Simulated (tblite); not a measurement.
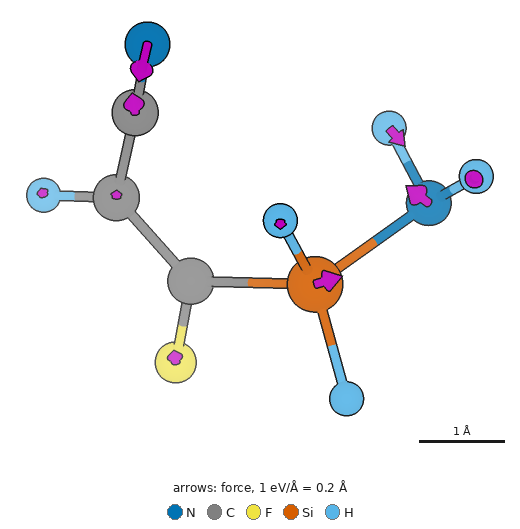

Starting geometry of C3H5FN2Si with the computed forces as purple arrows. The picture is a ball-and-stick view, seen at a tilt.

Computed with tblite 0.8.0, GFN2-xTB geometry optimisation, gas phase. 

> Is this structure relaxed? If not, where do the atoms go?

It isn't relaxed: the largest force vector, on an N atom, is 3.52 eV/Å. The final displacements have little in common with the starting forces (cosine between the two patterns 0.22). Over 120 geometry steps the energy falls by 0.734 eV. The largest move after the best rigid fit is that of an H atom, 1.34 Å. By element the largest moves are H 1.34 Å, N 1.20 Å, F 0.86 Å, C 0.68 Å, Si 0.22 Å. Among the contacts that change: N–Si 1.799 → 1.712 Å, H–N 1.061 → 1.009 Å, C–C 1.449 → 1.400 Å, C–Si 1.862 → 1.907 Å. Among the angles between lasting bonds that change: Si–N–H 104.0° → 120.4°, Si–N–H 104.6° → 118.7°, N–Si–H 104.9° → 118.6°. Groups turn about C–Si by about 65°. The run took 1.1 s on 1 thread of Arm Neoverse N1, with other jobs on the host.
